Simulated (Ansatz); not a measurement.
# BH2SCl (SMILES SBCl) at BLYP/STO-3G

What is the electronic atomisation energy of BH2SCl at BLYP/STO-3G? 

The results are computed with Ansatz 0.2.0.

61 further runs of the same task are left out: 1 that didn't finish, 60 set aside as unsound or not needed.

## Step 1: The molecule

BH2SCl: 5 atoms, total charge 0, spin state singlet. SMILES: `SBCl`. The shape is that of a PBE0-D4/def2-TZVP optimisation. This is one conformer, not always the lowest.

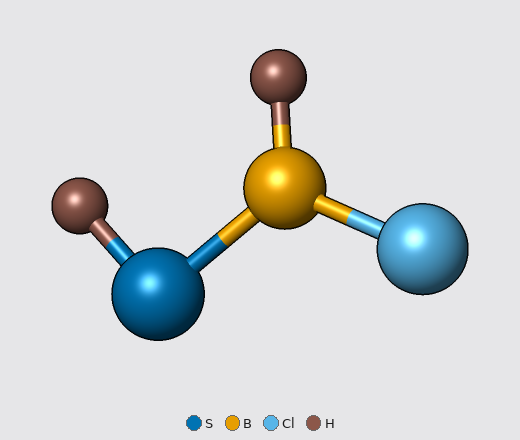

Viewed from a chosen angle; sulfur blue, boron amber, chlorine blue, hydrogen brown.

## Step 2: A single-point energy at BLYP/STO-3G

run.yaml reads:

```yaml
crystal:
  periodic: [false, false, false]
  atoms:
    - {symbol: S, position_ang: [-1.294500, -0.008800, -0.323500]}
    - {symbol: B, position_ang: [0.402900, -0.217800, 0.164700]}
    - {symbol: Cl, position_ang: [0.888700, -1.738900, 0.868900]}
    - {symbol: H, position_ang: [-1.157600, 1.248200, -0.777100]}
    - {symbol: H, position_ang: [1.210400, 0.643400, 0.025700]}
basis:
  gaussian: {orbitals: STO-3G}
hamiltonian: {xc: {name: BLYP}}
accuracy: high
```

Run with:

```sh
ansatz run run.yaml --threads 1 --pin off --max-ram 2610MiB --events-out events.jsonl --progress --plain --runs-dir runs
```

The program printed:

```text
Warning: RAYON_NUM_THREADS=1 ignored (pool sized by the plan → 1); use --threads N
Functional definition: BLYP
  name "BLYP"
  parameter beta = 0.0042
  parameter a = 0.04918
  parameter b = 0.132
  parameter c = 0.2533
  parameter d = 0.349
  exchange = b88_x(beta = beta)
  correlation = lyp_c(a = a, b = b, c = c, d = d)
450 factors; integrals over basis functions are off by at most 2.0e-8 eV
mean field evaluation 1: about -23800.1900 eV, gradient 1.2e1 eV
mean field evaluation 2: about -23799.6098 eV, gradient 1.7e1 eV
mean field evaluation 4: about -23800.8415 eV, gradient 1.4e0 eV
mean field evaluation 8: about -23800.8014 eV, gradient 1.2e-2 eV
mean field evaluation 16: about -23800.8014 eV, gradient 1.1e-8 eV
mean field -23800.80143688 eV, -874.6633200428 hartree, gradient 1.1e-8 eV, S^2 0.000000; 0 other end points of the search recorded, 0 dependent functions left out
reference -23800.80147449 eV, -874.6633214250 hartree; 20, 20 occupied and 5, 5 virtual orbitals, 450 factors
Total energy: -23800.80147449 eV, -874.6633214250 hartree
```

It took 1.4 s on 1 thread of Arm Neoverse V1, shared host; peak memory 0.1 GiB.

## Step 3: The B atom

job.yaml reads:

```yaml
crystal:
  periodic: [false, false, false]
  atoms:
    - symbol: B
      position_ang: [0.000000, 0.000000, 0.000000]
basis:
  gaussian:
    orbitals: STO-3G
magnetization:
  spin_polarized: true
  initial_magnetization: 1
hamiltonian:
  xc: {name: BLYP}
accuracy: high
```

Run with:

```sh
ansatz run job.yaml --threads 1 --pin off --max-ram 2610MiB --events-out events.jsonl --progress --plain --runs-dir runs
```

The program printed:

```text
Warning: RAYON_NUM_THREADS=1 ignored (pool sized by the plan → 1); use --threads N
Functional definition: BLYP
  name "BLYP"
  parameter beta = 0.0042
  parameter a = 0.04918
  parameter b = 0.132
  parameter c = 0.2533
  parameter d = 0.349
  exchange = b88_x(beta = beta)
  correlation = lyp_c(a = a, b = b, c = c, d = d)
15 factors; integrals over basis functions are off by at most 8.9e-10 eV
mean field evaluation 1: about -660.3089 eV, gradient 6.2e-7 eV
mean field evaluation 2: about -660.3090 eV, gradient 2.6e-6 eV
mean field evaluation 4: about -660.3090 eV, gradient 7.2e-7 eV
mean field evaluation 8: about -660.3086 eV, gradient 7.7e-7 eV
mean field evaluation 16: about -660.3089 eV, gradient 2.8e-2 eV
mean field evaluation 32: about -660.3090 eV, gradient 3.9e-8 eV
mean field -660.30895332 eV, -24.2659064610 hartree, gradient 2.2e-23 eV, S^2 0.750000; 16 other end points of the search recorded, 0 dependent functions left out
reference -660.30897760 eV, -24.2659073534 hartree; 3, 2 occupied and 2, 3 virtual orbitals, 15 factors
Total energy: -660.30897760 eV, -24.2659073534 hartree
```

Wall time 0.87 s (1 thread of Arm Neoverse V1, shared host).

## Step 4: The Cl atom, same level

job.yaml reads:

```yaml
crystal:
  periodic: [false, false, false]
  atoms:
    - {symbol: Cl, position_ang: [0.000000, 0.000000, 0.000000]}
basis:
  gaussian: {orbitals: STO-3G}
magnetization: {spin_polarized: true, initial_magnetization: 1}
hamiltonian: {xc: {name: BLYP}}
accuracy: high
```

Run the same way, it converges to -455.06886 Eh (log not shown).

## Step 5: The H atom, same level

input.yaml reads:

```yaml
crystal:
  periodic: [false, false, false]
  atoms:
    - {symbol: H, position_ang: [0.000000, 0.000000, 0.000000]}
basis:
  gaussian:
    orbitals: STO-3G
magnetization:
  spin_polarized: true
  initial_magnetization: 1
hamiltonian:
  xc: {name: BLYP}
accuracy: high
```

Run the same way, it converges to -0.46274 Eh (log not shown).

## Step 6: The S atom, same level

job.yaml reads:

```yaml
basis:
  gaussian:
    orbitals: STO-3G
crystal:
  periodic: [false, false, false]
  atoms:
    - symbol: S
      position_ang: [0.000000, 0.000000, 0.000000]
hamiltonian:
  xc: {name: BLYP}
magnetization:
  spin_polarized: true
  initial_magnetization: 2
accuracy: high
```

Run the same way, it converges to -393.62799 Eh (log not shown).

## Step 7: Results

Level: BLYP/STO-3G.

| quantity | value |
| --- | --- |
| molecule: total energy | -874.66332 Eh |
| B atom: total energy | -24.26591 Eh |
| B atom: ⟨S²⟩ | 0.750 |
| Cl atom: total energy | -455.06886 Eh |
| Cl atom: ⟨S²⟩ | 0.750 |
| H atom: total energy | -0.46274 Eh |
| H atom: ⟨S²⟩ | 0.750 |
| S atom: total energy | -393.62799 Eh |
| S atom: ⟨S²⟩ | 2.000 |
| electronic atomisation energy | 21.091 eV |

What this shows: Taking the molecule apart into free atoms costs 21.09 eV (486 kcal/mol), before zero-point energy and without spin-orbit coupling. In a minimal basis such a difference can be off by several eV, whatever the method.
